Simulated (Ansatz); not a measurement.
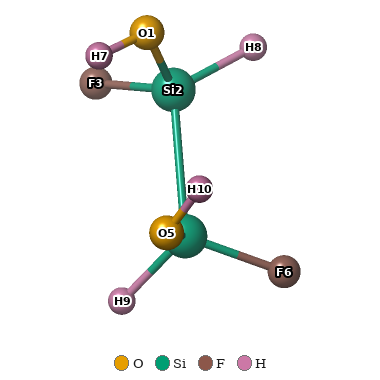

The system is F2H4O2Si2, SMILES O[SiH](F)[SiH](O)F; the picture shows the reference structure. 
- Coordinates scanned: (1) dihedral H7–O1–Si2–Si4; (2) dihedral O1–Si2–Si4–O5.
- Nothing is relaxed (all other coordinates rigid).
- Grid: 9 × 9 points.
- Energies: kJ/mol, counted from the lowest grid point.
- All numbers below come from RKS r2SCAN-D4/def2-SVP in Ansatz 0.2.0.

Its coordinates:

```xyz
10

O    -1.5773    0.2263   -1.1371
Si    0.0629   -0.0184   -1.2681
F     0.3748   -1.4301   -2.0213
Si    0.8464   -0.1417    0.9442
O    -0.4935    0.1136    1.8964
F     1.9523    1.0321    1.1819
H    -2.0453   -0.3673   -0.5353
H     0.5695    1.0826   -2.1237
H     1.4306   -1.4258    1.4031
H    -1.0373    0.8774    1.6629
```

Range: dihedral H7–O1–Si2–Si4 from −180 to 140°; dihedral O1–Si2–Si4–O5 from −180 to 140°.

**What will the energy surface look like?**

The lowest grid point is at dihedral H7–O1–Si2–Si4 = −180°, dihedral O1–Si2–Si4–O5 = 20°. The bottom of the well lies between grid points, at about dihedral H7–O1–Si2–Si4 = 165°, dihedral O1–Si2–Si4–O5 = 30°, about 1 kJ/mol lower on the interpolated surface. There are further wells near dihedral H7–O1–Si2–Si4 = −20°, dihedral O1–Si2–Si4–O5 = 140° (3.5 kJ/mol above the lowest at that grid point); dihedral H7–O1–Si2–Si4 = −180°, dihedral O1–Si2–Si4–O5 = 140° (6.7 kJ/mol above the lowest at that grid point). The highest grid point, dihedral H7–O1–Si2–Si4 = 60°, dihedral O1–Si2–Si4–O5 = −140°, lies 28.2 kJ/mol above the lowest. Round the minimum the two coordinates are nearly uncoupled.

| dihedral O1–Si2–Si4–O5 ↓, dihedral H7–O1–Si2–Si4 → | −180 | −140 | −100 | −60 | −20 | 20 | 60 | 100 | 140 |
| --- | --- | --- | --- | --- | --- | --- | --- | --- | --- |
| 140 | 6.7 | 12.5 | 13.3 | 5.4 | 3.5 | 14.5 | 22.8 | 19.2 | 9.5 |
| 100 | 8.6 | 13.7 | 16.1 | 11.7 | 8.9 | 12.4 | 19.1 | 18.3 | 11.2 |
| 60 | 2.3 | 7.1 | 10.4 | 10.9 | 14.0 | 16.0 | 14.7 | 10.0 | 3.7 |
| 20 | 0.0 | 4.9 | 5.1 | 3.0 | 12.8 | 25.3 | 21.9 | 10.9 | 1.1 |
| −20 | 5.9 | 11.0 | 10.3 | 3.4 | 3.8 | 17.0 | 26.7 | 19.5 | 8.4 |
| −60 | 7.3 | 12.1 | 11.6 | 6.5 | 8.6 | 15.6 | 20.1 | 16.3 | 8.6 |
| −100 | 9.7 | 15.5 | 15.8 | 10.6 | 12.9 | 21.5 | 24.7 | 19.0 | 10.7 |
| −140 | 11.0 | 16.6 | 17.8 | 13.6 | 16.3 | 24.3 | 28.2 | 22.8 | 13.4 |
| −180 | 7.3 | 12.6 | 13.2 | 7.6 | 10.9 | 21.3 | 25.5 | 19.7 | 9.9 |

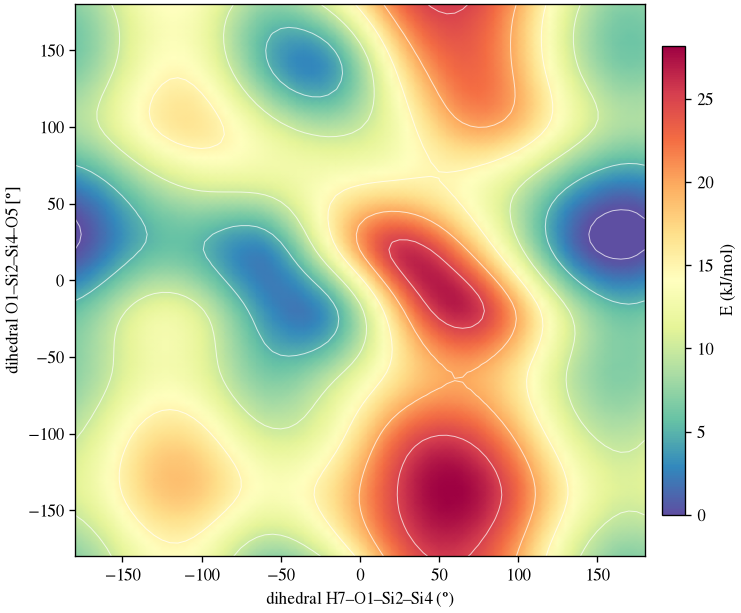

In the figure: a smooth colour map with a few white contour lines. Between grid points the surface is interpolated.

Time for the 81 points that were run: 14 min on 1 thread of Arm Neoverse V1 (shared host).
